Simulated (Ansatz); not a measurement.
# AlClH$_{2}$···H$_{2}$: what the fields show

```xyz
6

Al    0.0249   -0.6098   -0.2342
H     0.0064    0.2512    1.9839
H     1.4007    0.1218   -0.4666
H    -1.3855    0.0543   -0.4620
Cl    0.0764   -2.6956    0.1698
H     0.0261   -0.5028    2.1072
```

Computed with Ansatz, RKS B3LYP-D4/def2-SVP.

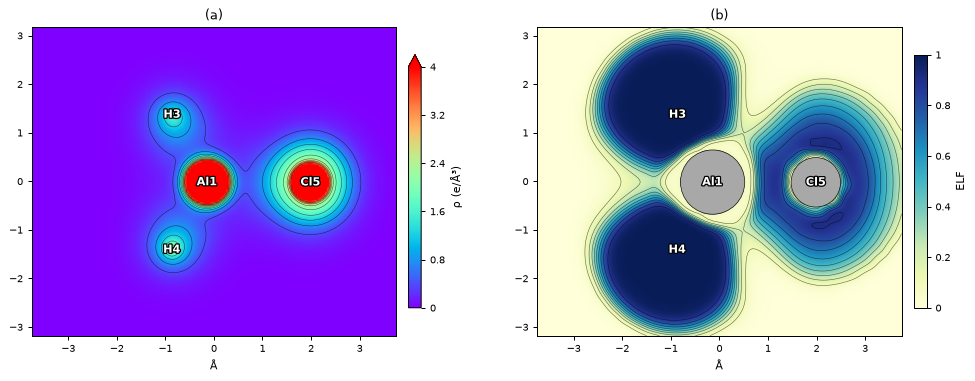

Figure 1. (a) total electron density; (b) ELF on the plane of atoms H4, Al1 and Cl5. Grey discs cover the atomic cores in the ELF map.

Q: Describe what can be read from this map.

A:
- The plane passes through Al, H and Cl nuclei.
- Al–Cl (2.13 Å): ρ at the midpoint is about 0.67 e/Å³; the ELF peaks at about 0.90 in the valence shell of Cl, 0.9 Å from its nucleus, and is about 0.80 at the midpoint.
- Al–H (1.58 Å): ρ at the midpoint is about 0.55 e/Å³; the ELF climbs to about 1 towards the hydrogen.
- The ELF also peaks beside Cl5, away from the bonds: lone-pair regions.

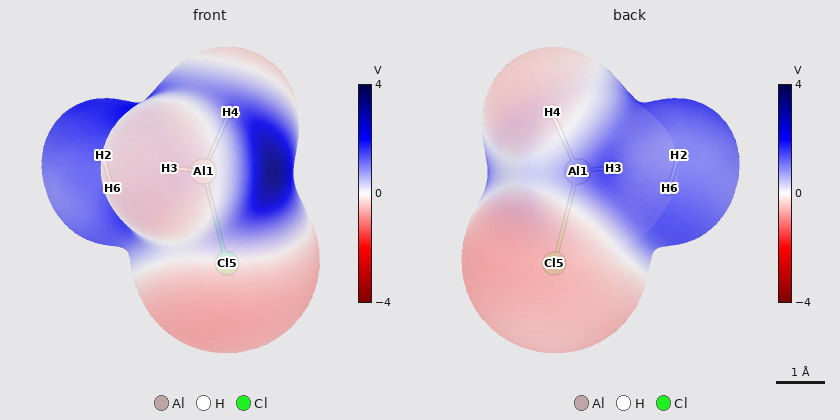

Figure 2. The electrostatic potential painted on the density surface at 0.002 e/bohr³, seen from the front and from behind; the colour scale runs from red (negative) to blue (positive).

Q: Describe the electrostatic potential map.

A: The most negative region (about −0.7 V) lies over Cl5, the most positive (about +3.2 V) over Al1.
